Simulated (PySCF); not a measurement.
**C₂H₆O₄Si: density, localisation and related maps**

```yaml
atoms:
  - { symbol: C, position_ang: [-0.8770, 1.4076, -0.6847] }
  - { symbol: Si, position_ang: [-0.2682, -0.3663, -0.4754] }
  - { symbol: O, position_ang: [-1.1408, -1.3227, 0.5020] }
  - { symbol: O, position_ang: [-0.1607, -1.0428, -1.9312] }
  - { symbol: O, position_ang: [1.3259, -0.3116, 0.1228] }
  - { symbol: C, position_ang: [1.6171, -0.2087, 1.3877] }
  - { symbol: O, position_ang: [0.8299, -0.1669, 2.2915] }
  - { symbol: H, position_ang: [-0.2597, 1.9529, -1.3909] }
  - { symbol: H, position_ang: [-1.8959, 1.4261, -1.0556] }
  - { symbol: H, position_ang: [-0.8561, 1.9450, 0.2594] }
  - { symbol: H, position_ang: [-1.0798, -1.1749, 1.4474] }
  - { symbol: H, position_ang: [0.0509, -1.9685, -2.0337] }
  - { symbol: H, position_ang: [2.7101, -0.1687, 1.5430] }
```

Geometry: GFN2-xTB.

These are results of PBE0/def2-SVPD, SCF density, gas phase in PySCF, not measurements.

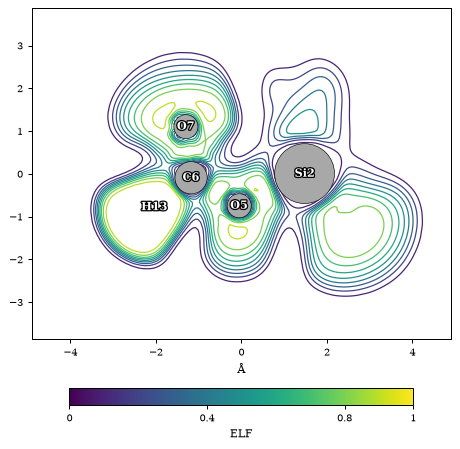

Figure 1. Electron localisation function on the plane of atoms Si2, O5 and C6. Grey discs cover the atomic cores.

What does the map show?

The plane passes through Si, O, C and H nuclei. C–O (1.20 Å): the ELF peaks at about 0.85 between the atoms; a multiple bond. C–O (1.30 Å): the ELF peaks at about 0.90 between the atoms (a polar covalent bond). Si–O (1.70 Å): the ELF peaks at about 0.90 between the atoms; a polar covalent bond. C–H (1.10 Å): the ELF climbs to about 1 towards the hydrogen, as it does in any bond to H (an ordinary covalent bond to hydrogen). The ELF also peaks beside O4, O5 and O7, away from the bonds: lone-pair regions.

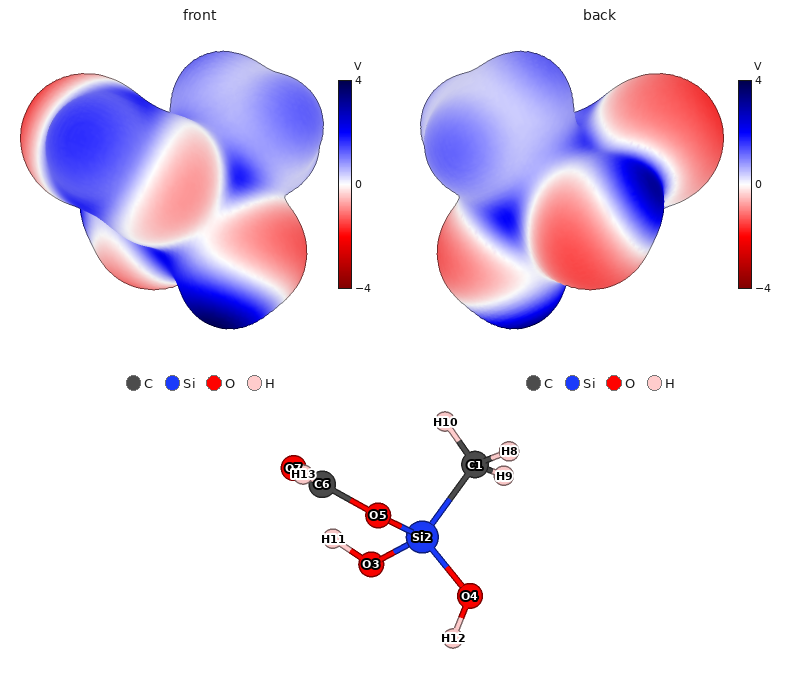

Figure 2. The molecular electrostatic potential painted on the density surface at 0.004 e/bohr³, seen from the front and from behind; red is negative and blue positive. The bare structure is drawn below in the same view.

Which sites attract a positive test charge, and which a negative one?

A positive charge is drawn to the negative regions and a negative charge to the positive ones. The most negative region (about −1.6 V) lies over O7, the most positive (about +3.6 V) over H12. O7 is the likeliest acceptor of a hydrogen bond.

What dipole moment does the calculation give?

Its dipole moment is 1.14 D.
